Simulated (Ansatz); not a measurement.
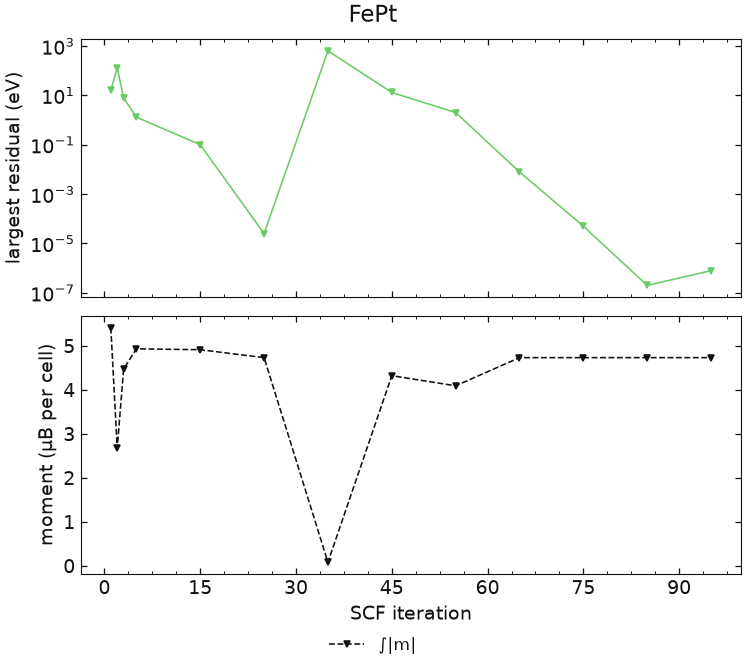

The plot shows the SCF iterations of a calculation: largest residual, magnetic moments. Only some iterations were kept.

Program: Ansatz.

```
crystal:
  lattice:
    - [16.0, 0, 0]
    - [0, 16.0, 0]
    - [0, 0, 16.0]
  atoms:
    - { symbol: Fe, position: [0.5031, 0.4281, 0.5031], spin: 4.0, spin_axis: [0, 0.5, 0.866025403784] }
    - { symbol: Pt, position: [0.5031, 0.5781, 0.5031], spin: 1.0, spin_axis: [0, 0.5, 0.866025403784] }
  symmetry: { detect: false }
basis:
  ecutwfc: "600 eV"
  ecutrho_ratio: 4
kpoints:
  mp_grid: { grid: [1, 1, 1] }
hamiltonian:
  xc: pbe
  pseudopotentials: { kind: nc_fr }
magnetization:
  noncollinear: true
  spin_orbit: true
scf:
  convergence: { dr2_threshold: "1.0e-5 eV" }
  occupations: { method: fermi_dirac, width: "0.05 eV" }
```

Did the calculation converge?

Answer. The run converged; it took 95 iterations. The residual falls unevenly and jumps up by a factor of two or more 3 times between kept points, most sharply before step 35 (by about 7 orders of magnitude).

Read the residual at the first and at the last step drawn.

Answer. It starts near 20 and ends near 8 × 10⁻⁷ eV.

What happens to the magnetisation?

Answer. The integral of |m| doesn't settle. Over the last points it still swings between 4.1 and 4.7 μB per cell.
